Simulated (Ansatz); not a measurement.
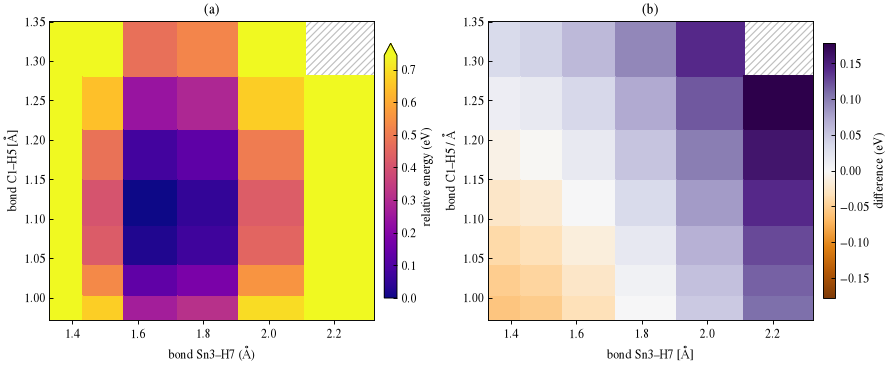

C₂H₅Sn, SMILES C=[C+][SnH3], charge +1. Two internal coordinates are moved rigidly from the geometry relaxed at PBE0-D4/def2-TZVP, all others fixed. The first coordinate is: bond Sn3–H7; the second: bond C1–H5. The grid has 6 × 7 points. At 1 point there is no value. Points are written as (first, second). Energies: eV, counted from each map's own lowest point. These are results of RKS PBE-D4/def2-TZVPP (Ansatz 0.2.0), not measurements.

Panel (a): RKS PBE-D4/def2-TZVPP (Ansatz). Panel (b): the map at RKS PBE0-D4/def2-TZVPP (Ansatz) less the map of (a), each from its own lowest point.

**How does the change of method alter the landscape?**

The difference runs from −0.06 eV at (1.381 Å, 0.987 Å) to 0.18 eV at (2.218 Å, 1.246 Å).
